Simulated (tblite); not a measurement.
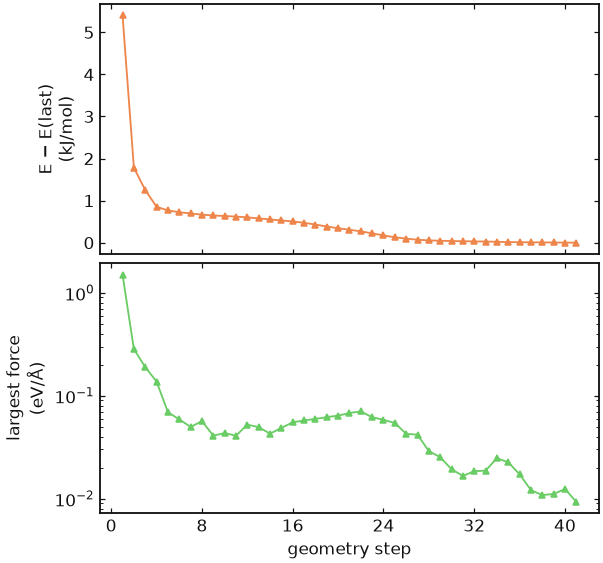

History of a geometry optimisation.

1,1,2,2,3-pentafluoropropane (SMILES FCC(F)(F)C(F)F); tblite 0.8.0, GFN2-xTB geometry optimisation, gas phase.

Q: How did it end, and what did it gain?

A: The optimisation met its thresholds at geometry 41, counting the start as the first. The energy fell by about 5.4 kJ/mol from the first step to the last. The largest force goes from about 1.5 eV/Å at the start to 9 × 10⁻³ eV/Å at the end.
